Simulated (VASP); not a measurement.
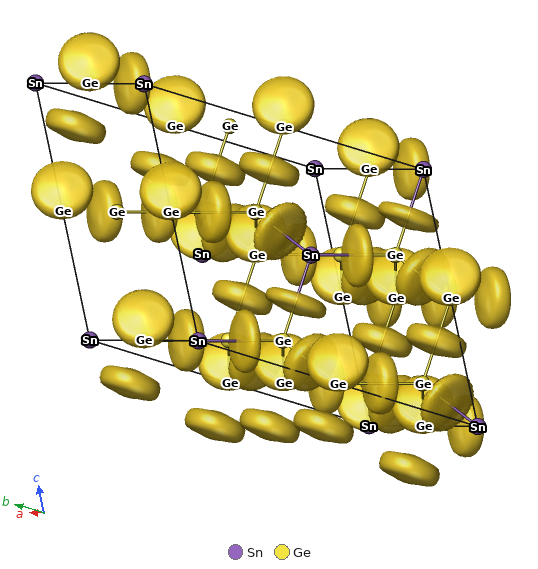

Figure. SnGe$_{7}$. Isosurface of the electron localisation function at 0.6 (yellow), seen at an oblique angle. Only the valence region is drawn (cores and ρ < 0.01 e/Å³ removed). Sticks mark near contacts.

Space group Amm2.

All numbers below come from Kohn-Sham DFT of a periodic cell, TB-mBJ, VASP PAW PBE potentials, recommended in VASP.

Core electrons are frozen (PAW), and the valence fields are smoothed inside the atomic spheres.

```
CELL_PARAMETERS angstrom
0.00000 5.76188 5.76188
5.76188 0.00000 5.76188
5.76188 5.76188 0.00000
ATOMIC_POSITIONS crystal
Sn 0.00000 0.00000 0.00000
Sn 0.00000 0.50000 0.50000
Ge 0.00000 0.00000 0.50000
Ge 0.00000 0.50000 0.00000
Ge 0.12500 0.12500 0.12500
Ge 0.12500 0.12500 0.62500
Ge 0.12500 0.62500 0.12500
Ge 0.12500 0.62500 0.62500
Ge 0.50000 0.00000 0.00000
Ge 0.50000 0.00000 0.50000
Ge 0.50000 0.50000 0.00000
Ge 0.50000 0.50000 0.50000
Ge 0.62500 0.12500 0.12500
Ge 0.62500 0.12500 0.62500
Ge 0.62500 0.62500 0.12500
Ge 0.62500 0.62500 0.62500
```

### Where are the electrons localised?

The ELF exceeds this value in 24 regions between bonded Ge–Ge atoms (shared pairs) and eight regions between bonded Ge–Sn atoms (shared pairs), counted in one cell of 16 atoms. Regions shared between cells count once.

Values along the shortest contacts:
Ge–Ge (2.49 Å): the ELF peaks at about 0.85 between the atoms (a shared electron pair). Sn–Ge (2.49 Å): the ELF peaks at about 0.75 between the atoms: a shared electron pair.
